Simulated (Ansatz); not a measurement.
## B2H6O2: one change and its effect

System: B2H6O2.
Method of run 1: RKS wB97M-V/def2-SVP (Ansatz 0.2.0).

The geometry comes from this level: PBE0-D4/def2-TZVP. Text and figures count atoms from 1; the logs count them from 0 in places.

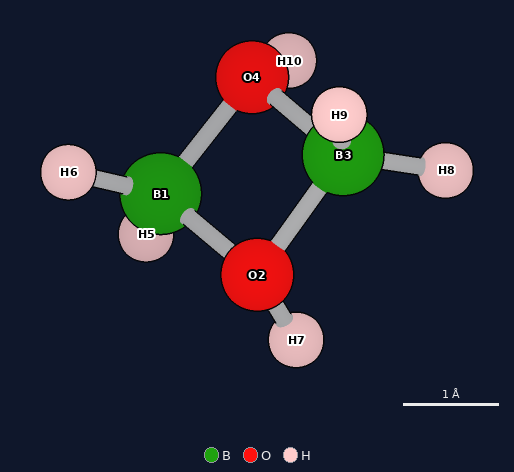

**Figure 1.** The input geometry (ball-and-stick view, seen at a tilt; atoms are numbered from 1 in the order of the input). Bond lengths as drawn: B–H 1.20 Å, B–O 1.56 Å and H–O 0.96 Å.

## Input file, run 1
```yaml
crystal:
  periodic: [false, false, false]
  atoms:
    - {symbol: B, position_ang: [-0.454259, 0.871137, -0.485050]}
    - {symbol: O, position_ang: [-1.010072, -0.446178, 0.134133]}
    - {symbol: B, position_ang: [0.389650, -0.696174, 0.771245]}
    - {symbol: O, position_ang: [0.974608, 0.554687, 0.049583]}
    - {symbol: H, position_ang: [-0.497791, 0.855820, -1.688216]}
    - {symbol: H, position_ang: [-0.907887, 1.818899, 0.085919]}
    - {symbol: H, position_ang: [-1.225792, -1.099256, -0.535725]}
    - {symbol: H, position_ang: [0.888084, -1.718036, 0.374889]}
    - {symbol: H, position_ang: [0.345254, -0.508439, 1.951425]}
    - {symbol: H, position_ang: [1.581305, 0.316341, -0.655305]}
basis:
  gaussian: {orbitals: def2-SVP}
hamiltonian: {xc: {name: wB97M-V}}
output: {orbitals: {seedname: orbitals}}
```

Hardware: 2 CPU threads, shared host.

## Output (run 1)
```
Functional definition: wB97M-V
  parameter omega = 0.3/bohr
  parameter cx = 0.15
  parameter cx01 = 1.007
  parameter cx10 = 0.259
  parameter css00 = 0.443
  parameter css04 = -1.437
  parameter css10 = -4.535
  parameter css20 = -3.390
  parameter css43 = 4.278
  parameter cos00 = 1.000
  parameter cos10 = 1.358
  parameter cos20 = 2.924
  parameter cos21 = -8.812
  parameter cos60 = -1.390
  parameter cos61 = 9.142
  parameter b = 6.0
  parameter c = 0.01
  gx(w, u) = 1 - cx + cx01*u + cx10*w
  gss(w, u) = css00 + css04*u^4 + css10*w + css20*w^2 + css43*w^4*u^3
  gos(w, u) = cos00 + cos10*w + (cos20 + cos21*u)*w^2 + (cos60 + cos61*u)*w^6
  exchange = spin_sum(e_x_unif_sr(omega)*gx(b97_w, b97_u_x)) + cx*exact_x_sr(omega) + exact_x_lr(omega)
  correlation = spin_sum(e_c_pw_mod_same_spin*gss(b97_w, b97_u_same))
      + integral(e_c_pw_mod_opposite_spin*gos(b97_w_opposite, b97_u_opposite)) + vv10(b, c)
942 factors; their error is unknown
256 factors; integrals over basis functions are off by at most 9.0e-6 eV
mean field evaluation 1: about -5536.5736 eV, gradient 4.0e1 eV
mean field evaluation 2: about -5537.2081 eV, gradient 4.0e1 eV
mean field evaluation 4: about -5539.7384 eV, gradient 7.1e-1 eV
mean field evaluation 8: about -5539.7294 eV, gradient 9.7e-2 eV
mean field evaluation 16: about -5539.7295 eV, gradient 2.0e-6 eV
mean field -5539.72946005 eV, -203.5813026935 hartree, gradient 2.0e-6 eV, S^2 0.000000; 0 other end points of the search recorded, 0 dependent functions left out
reference -5539.72949967 eV, -203.5813041494 hartree; 16, 16 occupied and 70, 70 virtual orbitals, 942 factors
Total energy: -5539.72949967 eV, -203.5813041494 hartree
```

The input of run 2 differs as follows (lines with − go, lines with + come):
```diff
-  gaussian: {orbitals: def2-SVP}
+  gaussian: {orbitals: "def2-QZVPP.json"}
```

Predict how the results change.

The total energy of run 2 is 161.4 kcal/mol lower, which measures the change of basis and not a stability. The HOMO goes from −10.52 to −10.67 eV. The LUMO goes from 2.67 to 1.15 eV. The basis functions go from 86 to 408.

## Output (run 2)
```
Functional definition: wB97M-V
  parameter omega = 0.3/bohr
  parameter cx = 0.15
  parameter cx01 = 1.007
  parameter cx10 = 0.259
  parameter css00 = 0.443
  parameter css04 = -1.437
  parameter css10 = -4.535
  parameter css20 = -3.390
  parameter css43 = 4.278
  parameter cos00 = 1.000
  parameter cos10 = 1.358
  parameter cos20 = 2.924
  parameter cos21 = -8.812
  parameter cos60 = -1.390
  parameter cos61 = 9.142
  parameter b = 6.0
  parameter c = 0.01
  gx(w, u) = 1 - cx + cx01*u + cx10*w
  gss(w, u) = css00 + css04*u^4 + css10*w + css20*w^2 + css43*w^4*u^3
  gos(w, u) = cos00 + cos10*w + (cos20 + cos21*u)*w^2 + (cos60 + cos61*u)*w^6
  exchange = spin_sum(e_x_unif_sr(omega)*gx(b97_w, b97_u_x)) + cx*exact_x_sr(omega) + exact_x_lr(omega)
  correlation = spin_sum(e_c_pw_mod_same_spin*gss(b97_w, b97_u_same))
      + integral(e_c_pw_mod_opposite_spin*gos(b97_w_opposite, b97_u_opposite)) + vv10(b, c)
1138 factors; their error is unknown
358 factors; integrals over basis functions are off by at most 8.9e-6 eV
mean field evaluation 1: about -5541.9857 eV, gradient 5.3e1 eV
mean field evaluation 2: about -5542.2407 eV, gradient 5.5e1 eV
mean field evaluation 4: about -5546.7354 eV, gradient 1.1e0 eV
mean field evaluation 8: about -5546.7277 eV, gradient 4.4e-1 eV
mean field evaluation 16: about -5546.7279 eV, gradient 7.3e-5 eV
mean field -5546.72793759 eV, -203.8384919992 hartree, gradient 1.8e-5 eV, S^2 0.000000; 0 other end points of the search recorded, 0 dependent functions left out
reference -5546.72800050 eV, -203.8384943112 hartree; 16, 16 occupied and 392, 392 virtual orbitals, 1138 factors
Total energy: -5546.72800050 eV, -203.8384943112 hartree
```

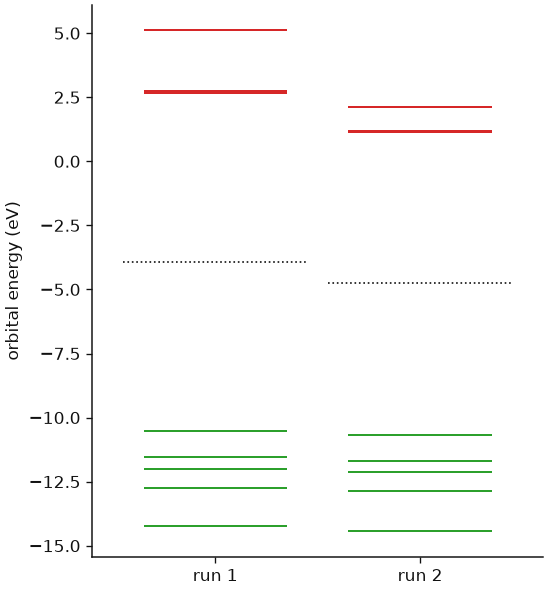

**Figure 2.** The five highest filled and three lowest empty orbital energies of the two runs; the dotted lines part filled from empty levels. The HOMO–LUMO gap is 13.19 eV in run 1 and 11.81 eV in run 2.

## The two runs side by side

```csv
quantity,run 1,run 2
outcome,converged,converged
total energy (hartree),−203.581304,−203.838494
HOMO (eV),−10.52,−10.67
LUMO (eV),2.67,1.15
basis functions,86,408
wall time (shared host),3.8 s,16 s
```
